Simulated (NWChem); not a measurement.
# A workflow on the pair BH2F···C2H3F

Wanted: a single-point energy (singlet C2H5BF2, revPBE-D3(0)/def2-SVPD), then the energy (singlet BH2F, revPBE-D3(0)/def2-SVPD), then the energy (singlet C2H3F, revPBE-D3(0)/def2-SVPD), then a single-point energy (singlet BH2F, revPBE-D3(0)/def2-SVPD), then the energy (singlet C2H3F, revPBE-D3(0)/def2-SVPD) of C2H5BF2 and its partners. 

The calculation is run with NWChem 7.3.0.

### Step 1. Starting point

C2H5BF2: 10 atoms, total charge 0, spin state singlet. The two molecules were placed rigidly side by side, at 0.85 times their contact distance; the pair isn't optimised.

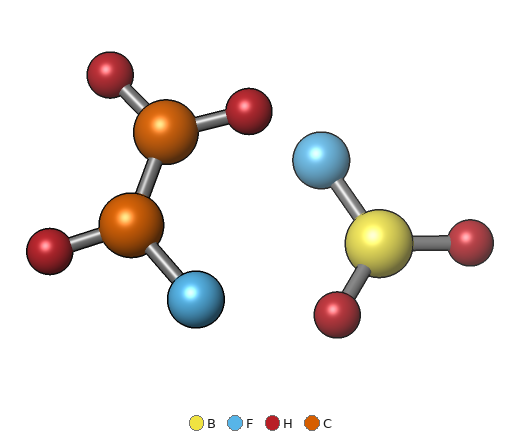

Viewed from a chosen angle; boron yellow, fluorine blue, hydrogen red, carbon orange.

### Step 2. A single-point energy at revPBE-D3(0)/def2-SVPD (run 1)

Contents of run.nw:

```
start run
title "C2H5BF2"
memory total 2200 mb

geometry units angstrom noautosym nocenter noautoz
B    -0.041200    0.011050   -0.025730
F     1.047300   -0.281650    0.654980
H    -1.026400   -0.634050    0.191280
H     0.020300    0.904650   -0.820520
C     2.561260    2.022110    1.037690
C     2.484460    2.774090   -0.040140
F     1.317170    3.191970   -0.538420
H     1.674870    1.706380    1.572470
H     3.532420    1.712420    1.397350
H     3.325640    3.127750   -0.625900
end

basis spherical bse
* library def2-SVPD
end

dft
xc revpbe cpbe96
mult 1
disp vdw 3
grid fine
convergence energy 1e-08
iterations 100
mulliken
print low
end

task dft energy
```

Launch:

```sh
$ nwchem run.nw > run.out
```

What it wrote:

```text
[...]
 d= 0,ls=0.0,diis     1   -303.3366577311 -4.58D+02  1.38D-02  8.40D-01     2.7
[...]
 d= 0,ls=0.0,diis    12   -303.4401260217 -3.06D-10  8.05D-08  2.74D-10    28.5
         Total DFT energy =     -303.440126021749
      One electron energy =     -723.141725079062
           Coulomb energy =      302.720511399347
    Exchange-Corr. energy =      -37.492516397599
 Nuclear repulsion energy =      154.482288922148
    Dispersion correction =       -0.008684866584
[...]
      Total Density - Mulliken Population Analysis
     ---------------------------------------------
    Atom       Charge   Shell Charges
 -----------   ------   -------------------------------------------------------
    1 B    5     5.43   1.98  0.87  0.46 -0.04  1.49  0.55  0.11  0.01
    2 F    9     9.28   1.99  1.15  0.72  0.13  3.36  1.78  0.13  0.01  0.01
    3 H    1     0.65   0.77 -0.12  0.01 -0.01
    4 H    1     0.65   0.77 -0.13  0.01 -0.00
    5 C    6     5.97   1.98  0.93  0.35 -0.06  2.12  0.54  0.02  0.08
    6 C    6     5.25   1.98  0.95 -0.04 -0.00  2.02  0.20  0.07  0.07
    7 F    9     9.42   1.99  1.15  0.79  0.08  3.34  1.88  0.15  0.01  0.04
    8 H    1     1.17   0.77  0.37  0.03 -0.01
    9 H    1     1.04   0.77  0.27  0.03 -0.02
   10 H    1     1.14   0.78  0.35  0.02 -0.01
[...]
```

It took 29 s on 1 thread of AMD EPYC 9R45 (Zen 5), shared host; peak memory 0.13 GiB.

### Step 3. BH2F: a single-point energy at revPBE-D3(0)/def2-SVPD (run 2)

Contents of run.nw:

```
start run
memory total 2200 mb
geometry noautosym nocenter noautoz
  B     -0.041200     0.011050    -0.025730
  F      1.047300    -0.281650     0.654980
  H     -1.026400    -0.634050     0.191280
  H      0.020300     0.904650    -0.820520
end
basis spherical bse
  * library def2-SVPD
end
dft
  xc revpbe cpbe96
  disp vdw 3
  grid fine
  convergence energy 1e-08
  maxiter 100
  mulliken
  noprint "final vectors analysis"
end
task dft energy
```

Launch:

```sh
$ nwchem run.nw > run.out
```

What it wrote:

```text
[...]
          Wavefunction type:  closed shell.
          No. of atoms     :     4
          No. of electrons :    16
[...]
          Charge           :     0
          Spin multiplicity:     1
[...]
          AO basis - number of functions:    59
[...]
              XC Information
              --------------
                        RevPBE Exchange Functional  1.000
            Perdew 1991 LDA Correlation Functional  1.000 local
           PerdewBurkeErnz. Correlation Functional  1.000 non-local
[...]
 d= 0,ls=0.0,diis     1   -125.7414864173 -1.53D+02  2.13D-02  3.63D-01     0.2
[...]
 d= 0,ls=0.0,diis     7   -125.7903102409 -7.63D-09  4.84D-07  4.16D-10     1.2
         Total DFT energy =     -125.790310240857
      One electron energy =     -226.869920402557
           Coulomb energy =       89.090396117139
    Exchange-Corr. energy =      -15.184906233776
 Nuclear repulsion energy =       27.175698340099
    Dispersion correction =       -0.001578061763
[...]
      Total Density - Mulliken Population Analysis
     ---------------------------------------------
    Atom       Charge   Shell Charges
 -----------   ------   -------------------------------------------------------
    1 B    5     5.31   1.98  0.86  0.41 -0.02  1.49  0.47  0.11  0.01
    2 F    9     9.27   1.99  1.15  0.71  0.16  3.36  1.78  0.12  0.01  0.01
    3 H    1     0.71   0.77 -0.07  0.01 -0.00
    4 H    1     0.71   0.77 -0.07  0.01 -0.00
[...]
```

It took 1.7 s on 1 thread of AMD EPYC 9R45 (Zen 5), shared host; peak memory 0.12 GiB.

### Step 4. C2H3F: a single-point energy at revPBE-D3(0)/def2-SVPD (run 3)

Contents of a.nw:

```
start a
title "C2H3F"
memory 2200 mb

geometry units angstrom noautosym nocenter noautoz
 C        2.561260       2.022110       1.037690
 C        2.484460       2.774090      -0.040140
 F        1.317170       3.191970      -0.538420
 H        1.674870       1.706380       1.572470
 H        3.532420       1.712420       1.397350
 H        3.325640       3.127750      -0.625900
end

basis "ao basis" spherical bse
 * library def2-SVPD
end

dft
 xc revpbe cpbe96
 disp vdw 3
 grid fine
 convergence energy 1e-08
 iterations 100
 mulliken
 print low
end

task dft energy
```

Launch:

```sh
$ nwchem a.nw > a.out
```

What it wrote:

```text
[...]
 d= 0,ls=0.0,diis     1   -177.5959490046 -2.45D+02  1.51D-02  4.79D-01     0.6
[...]
 d= 0,ls=0.0,diis    11   -177.6513259528 -1.10D-09  9.12D-08  1.74D-11     5.6
         Total DFT energy =     -177.651325952771
      One electron energy =     -377.161861976590
           Coulomb energy =      154.015571804138
    Exchange-Corr. energy =      -22.295742218089
 Nuclear repulsion energy =       67.793221617395
    Dispersion correction =       -0.002515179624
[...]
      Total Density - Mulliken Population Analysis
     ---------------------------------------------
    Atom       Charge   Shell Charges
 -----------   ------   -------------------------------------------------------
    1 C    6     5.96   1.98  0.93  0.32 -0.04  2.12  0.52  0.02  0.10
    2 C    6     5.39   1.98  0.95 -0.03 -0.02  2.02  0.24  0.07  0.17
    3 F    9     9.44   1.99  1.15  0.79  0.10  3.34  1.87  0.15  0.01  0.04
    4 H    1     1.10   0.76  0.30  0.03  0.00
    5 H    1     1.00   0.76  0.21  0.03 -0.00
    6 H    1     1.13   0.78  0.34  0.02 -0.01
[...]
```

Run time: 6.3 s. Hardware: 1 thread of AMD EPYC 9R45 (Zen 5), shared host; peak memory 0.12 GiB.

### Step 5. BH2F among ghost functions: the energy at revPBE-D3(0)/def2-SVPD (with ghost functions) (run 4)

Contents of job.nw:

```
start job
title "BFH2"
memory stack 880 mb heap 220 mb global 1100 mb
charge 0

geometry units au noautosym nocenter noautoz
   B  -0.07785672  0.02088147 -0.04862265
   F   1.97911017 -0.53224136  1.23773282
   H  -1.93961489 -1.19818085  0.36146681
   H   0.03836144  1.70954074 -1.55055808
   bqC      4.840080     3.821234     1.960950
   bqC      4.694949     5.242270    -0.075854
   bqF      2.489091     6.031949    -1.017466
   bqH      3.165046     3.224591     2.971538
   bqH      6.675306     3.236005     2.640609
   bqH      6.284549     5.910591    -1.182780
end

basis spherical bse
   B library def2-SVPD
   F library def2-SVPD
   H library def2-SVPD
   bqC library C def2-SVPD
   bqF library F def2-SVPD
   bqH library H def2-SVPD
end

dft
   xc revpbe cpbe96
   disp vdw 3
   grid fine
   convergence energy 1e-08
   iterations 100
   mulliken
   print low
end

task dft
```

Launch:

```sh
$ nwchem job.nw > job.out
```

What it wrote:

```text
[...]
 d= 0,ls=0.0,diis     1   -125.7421253269 -1.53D+02  9.69D-03  3.65D-01     2.5
[...]
 d= 0,ls=0.0,diis     7   -125.7909911296 -7.79D-09  3.22D-07  4.61D-10    15.8
         Total DFT energy =     -125.790991129555
      One electron energy =     -226.869910865047
           Coulomb energy =       89.088702633044
    Exchange-Corr. energy =      -15.183901214866
 Nuclear repulsion energy =       27.175696379377
    Dispersion correction =       -0.001578062062
[...]
      Total Density - Mulliken Population Analysis
     ---------------------------------------------
    Atom       Charge   Shell Charges
 -----------   ------   -------------------------------------------------------
    1 B    5     5.40   1.98  0.87  0.45 -0.04  1.49  0.53  0.11  0.01
    2 F    9     9.27   1.99  1.15  0.72  0.15  3.36  1.78  0.12  0.01  0.01
    3 H    1     0.65   0.77 -0.12  0.01 -0.01
    4 H    1     0.66   0.77 -0.12  0.01 -0.00
    5 X    0     0.01  -0.00 -0.00  0.01  0.00  0.00 -0.00  0.00 -0.00
    6 X    0     0.00  -0.00  0.00  0.00 -0.00  0.00 -0.00 -0.00  0.01
    7 X    0    -0.00  -0.00  0.00 -0.00  0.00  0.00 -0.00 -0.00 -0.00  0.00
    8 X    0     0.01   0.00  0.00  0.00  0.01
    9 X    0    -0.00  -0.00 -0.00 -0.00 -0.00
   10 X    0     0.00  -0.00 -0.00  0.00  0.00
[...]
```

Run time: 17 s. Hardware: 1 thread of AMD EPYC 9R45 (Zen 5), shared host; peak memory 0.13 GiB.

### Step 6. C2H3F among ghost functions: the energy at revPBE-D3(0)/def2-SVPD (with ghost functions) (run 5)

Contents of c2h3f.nw:

```
start c2h3f
title "C2H3F"
memory total 2200 mb

geometry units bohr noautosym nocenter noautoz
 C      4.84007993     3.82123409     1.96094990
 C      4.69494897     5.24227035    -0.07585361
 F      2.48909056     6.03194910    -1.01746634
 H      3.16504559     3.22459086     2.97153764
 H      6.67530636     3.23600481     2.64060880
 H      6.28454879     5.91059089    -1.18277958
 bqB     -0.077857     0.020881    -0.048623
 bqF      1.979110    -0.532241     1.237733
 bqH     -1.939615    -1.198181     0.361467
 bqH      0.038361     1.709541    -1.550558
end

basis spherical bse
 C library def2-SVPD
 F library def2-SVPD
 H library def2-SVPD
 bqB library B def2-SVPD
 bqF library F def2-SVPD
 bqH library H def2-SVPD
end

dft
 xc revpbe cpbe96
 disp vdw 3
 grid fine
 convergence energy 1e-08
 iterations 100
 mulliken
 noprint "final vectors analysis"
end

task dft
```

Launch:

```sh
$ nwchem c2h3f.nw > c2h3f.out
```

What it wrote:

```text
[...]
          Wavefunction type:  closed shell.
          No. of atoms     :    10
          No. of electrons :    24
[...]
          Charge           :     0
          Spin multiplicity:     1
[...]
          AO basis - number of functions:   146
[...]
              XC Information
              --------------
                        RevPBE Exchange Functional  1.000
            Perdew 1991 LDA Correlation Functional  1.000 local
           PerdewBurkeErnz. Correlation Functional  1.000 non-local
[...]
 d= 0,ls=0.0,diis     1   -177.5966254900 -2.45D+02  9.82D-03  4.81D-01     2.6
[...]
 d= 0,ls=0.0,diis    11   -177.6520963977 -1.14D-09  5.50D-08  1.95D-11    25.4
         Total DFT energy =     -177.652096397716
      One electron energy =     -377.148650157276
           Coulomb energy =      154.000106349098
    Exchange-Corr. energy =      -22.294254105135
 Nuclear repulsion energy =       67.793216695611
    Dispersion correction =       -0.002515180015
[...]
      Total Density - Mulliken Population Analysis
     ---------------------------------------------
    Atom       Charge   Shell Charges
 -----------   ------   -------------------------------------------------------
    1 C    6     5.97   1.98  0.93  0.35 -0.07  2.12  0.56  0.02  0.08
    2 C    6     5.25   1.98  0.95 -0.05 -0.00  2.02  0.20  0.07  0.07
    3 F    9     9.43   1.99  1.15  0.79  0.09  3.34  1.88  0.16  0.01  0.04
    4 H    1     1.13   0.77  0.36  0.02 -0.02
    5 H    1     1.04   0.77  0.27  0.03 -0.02
    6 H    1     1.14   0.78  0.35  0.02 -0.02
    7 X    0     0.02  -0.00  0.00  0.00  0.01  0.00  0.01 -0.00  0.00
    8 X    0     0.02  -0.00  0.00 -0.00 -0.01 -0.00  0.00  0.03 -0.00  0.00
    9 X    0     0.00  -0.00  0.00 -0.00  0.00
   10 X    0     0.00  -0.00  0.00  0.00 -0.00
[...]
```

It took 26 s on 1 thread of AMD EPYC 9R45 (Zen 5), shared host; peak memory 0.13 GiB.

### Step 7. Outcome

| quantity | value |
| --- | --- |
| run 1, revPBE-D3(0)/def2-SVPD: total energy | -303.44013 Eh |
| run 1, revPBE-D3(0)/def2-SVPD: dispersion energy | -22.80 kJ/mol |
| BH2F: total energy | -125.79031 Eh |
| BH2F: dipole moment | 0.64 D |
| BH2F: dispersion energy | -4.14 kJ/mol |
| C2H3F: total energy | -177.65133 Eh |
| C2H3F: dispersion energy | -6.60 kJ/mol |
| BH2F among ghost functions: total energy | -125.79099 Eh |
| BH2F among ghost functions: dispersion energy | -4.14 kJ/mol |
| C2H3F among ghost functions: total energy | -177.65210 Eh |
| C2H3F among ghost functions: dipole moment | 1.26 D |
| C2H3F among ghost functions: dispersion energy | -6.60 kJ/mol |
| interaction energy of the rigid parts BH2F and C2H3F (parts in their own basis; closest atoms 2.28 Å apart) | 0.041 eV |
| interaction energy of the rigid parts BH2F and C2H3F (parts in the whole basis, counterpoise; closest atoms 2.28 Å apart) | 0.081 eV |

What this shows: The interaction energy of the rigid parts BH2F and C2H3F (parts in their own basis; closest atoms 2.28 Å apart) is 0.04 eV (4.0 kJ/mol): the parts repel at this shape. Without counterpoise this holds the superposition error of the basis. The interaction energy of the rigid parts BH2F and C2H3F (parts in the whole basis, counterpoise; closest atoms 2.28 Å apart) is 0.08 eV (1.9 kcal/mol): the parts repel at this shape. The basis-set superposition error is 3.8 kJ/mol.
